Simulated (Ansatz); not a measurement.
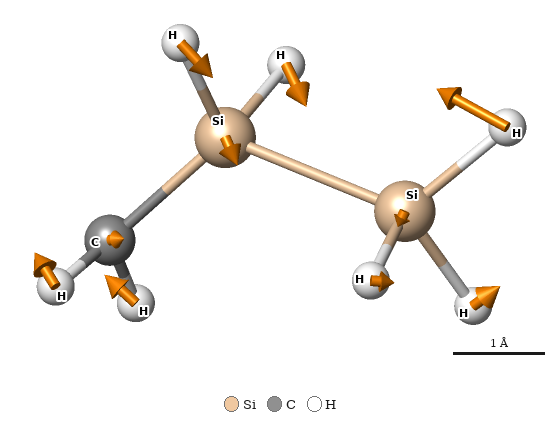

A relaxation of CH7Si2 (charge −1). The starting structure is drawn; orange arrows show the displacements, magnified 10 times. The two geometries are superimposed by the best rigid fit.

Style: ball-and-stick. Shown from a free direction.

It is one of the separated reactants of a reaction.

Theory: RKS PBE0-D4/def2-TZVPD in Ansatz.

Input
```yaml
crystal:
  periodic: [false, false, false]
  atoms:
    - {symbol: Si, position_ang: [0.204402, 0.519947, -0.769568]}
    - {symbol: C, position_ang: [-1.515220, 0.974996, -1.004277]}
    - {symbol: Si, position_ang: [0.904513, -0.835067, 1.140966]}
    - {symbol: H, position_ang: [-2.215846, 0.150459, -1.246365]}
    - {symbol: H, position_ang: [-1.947181, 1.677505, -0.263236]}
    - {symbol: H, position_ang: [0.792351, -0.310442, -1.907498]}
    - {symbol: H, position_ang: [1.149229, 1.707672, -0.606671]}
    - {symbol: H, position_ang: [0.146717, -2.155421, 1.199859]}
    - {symbol: H, position_ang: [0.540358, -0.173872, 2.464494]}
    - {symbol: H, position_ang: [2.360153, -1.273431, 1.374763]}
basis:
  gaussian: {orbitals: def2-TZVPD}
total_charge: -1
hamiltonian: {xc: pbe0, dispersion: d4}
relax: {f_tol: 0.005, max_steps: 200}
```

Run as
```bash
ansatz run in.yaml --threads 2 --pin off --events-out ev --progress --plain --max-ram 4352MiB
```

What did the optimiser do to the structure, and how much energy did it gain?

Answer. The largest move after the best rigid fit is that of H10, 0.094 Å. By element the largest moves are H 0.094 Å, Si 0.035 Å, C 0.020 Å. Some distances before and after: Si1–Si3 2.445 → 2.417 Å, Si1–C2 1.794 → 1.771 Å, Si3–H10 1.538 → 1.517 Å, C2–H4 1.109 → 1.091 Å. Bond angles that change, for instance: Si1–Si3–H10 123.2° → 119.8°. After 5 geometry steps the energy has fallen by 0.033 eV. Largest force component: 0.38 eV/Å at the start, 0.0032 eV/Å at the end. Cost: 32 s on 2 threads of Arm Neoverse V2, with other jobs on the host.
